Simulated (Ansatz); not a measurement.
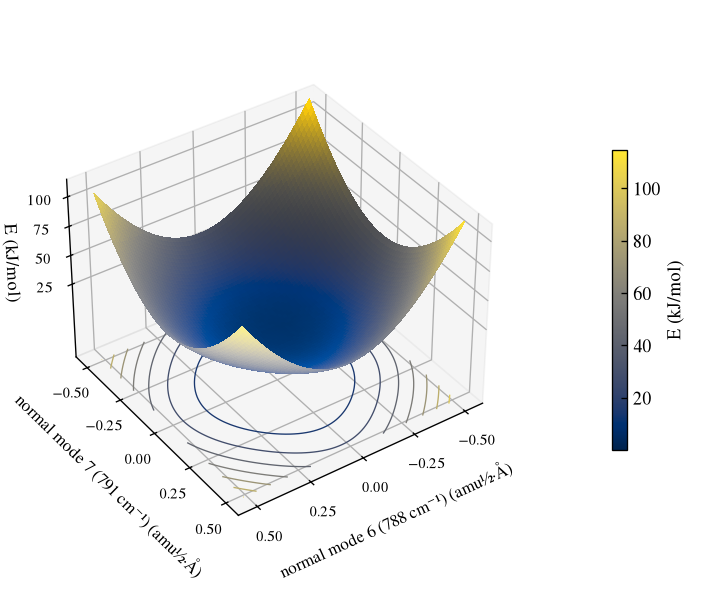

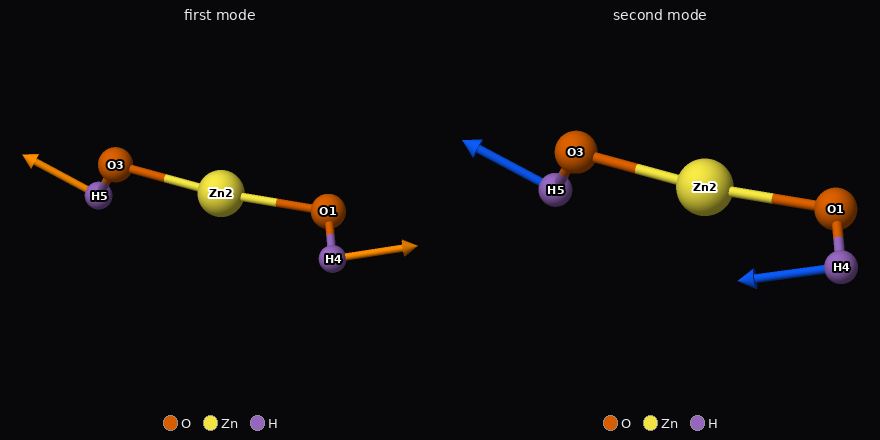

Energy landscape of H2O2Zn, SMILES [OH][Zn][OH]. The first coordinate is: normal mode 6 (788 cm⁻¹); the second: normal mode 7 (791 cm⁻¹). Nothing is relaxed (straight displacements along the two mass-weighted modes). Grid: 13 × 13 points; 91 points were computed and 78 follow by symmetry. Energies: kJ/mol, counted from the lowest grid point. Level of theory: RKS PBE0-D4/def2-TZVP (Ansatz 0.2.0).

Drawn: a relief with its contours projected below. Between grid points the surface is interpolated. The second picture is the structure at the lowest point

Where are the wells?

Answer. The lowest grid point is at normal mode 6 (788 cm⁻¹) = 0.000 amu½·Å, normal mode 7 (791 cm⁻¹) = 0.000 amu½·Å. No other kind of well shows on this grid. The highest grid point, normal mode 6 (788 cm⁻¹) = −0.513 amu½·Å, normal mode 7 (791 cm⁻¹) = −0.511 amu½·Å, lies 115 kJ/mol above the lowest.

Time for the 91 points that were run: 6.6 min on 1 thread of Arm Neoverse V1 (shared host).
